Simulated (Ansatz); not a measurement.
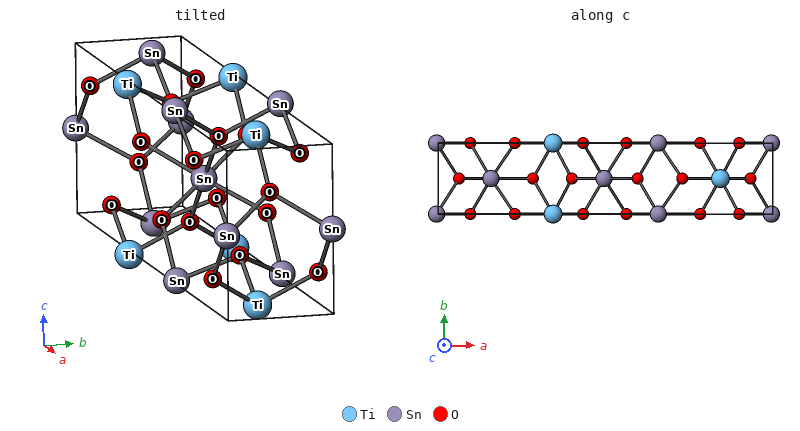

The image is a ball-and-stick drawing of a crystal, viewed slightly off an axis and along the c axis. Atoms at the boundary of the conventional unit cell (the box) are drawn once for each face, edge or corner they touch.

TiSn2O6, space group Cm (No. 8), a = 14.846 Å, b = 3.147 Å, c = 4.935 Å, α = 90.00°, β = 92.05°, γ = 90.00°. It goes back to a structure type filled with these elements by a generator (whether the compound takes this form wasn't checked). Earlier steps of the study, as a rule a relaxation of our own, may have changed the cell and positions, so they can lie some per cent off the listed ones. A calculation with Ansatz used it as input.

This one geometry was computed with Ansatz (DFT, plane waves, PAW) at three levels of theory: PBE, PBEsol and r2SCAN.

> Which level gives the highest pressure at this volume, and what does that say about its equilibrium volume?

Highest: PBE (0.0 GPa), which points to the largest equilibrium volume. Lowest, with the smallest volume: r2SCAN (-6.4 GPa). Levels within 0.5 GPa of each other can't be told apart.

> How does the band gap change with the level of theory?

PBEsol: a gap of 1.80 eV, indirect; PBE: a gap of 1.87 eV, indirect; r2SCAN: a gap of 2.38 eV, indirect.

> Collect the results in a table.

| level | cutoff (eV) | k-mesh of the run's cell | gap (eV) | pressure (GPa) |
| --- | --- | --- | --- | --- |
| PBE | 420 | 10×10×6 | 1.87 | 0.0 |
| PBEsol | 420 | 10×10×6 | 1.80 | -5.5 |
| r2SCAN | 500 | 10×10×6 | 2.38 | -6.4 |

Gaps are taken on the k-mesh or band path of each run.
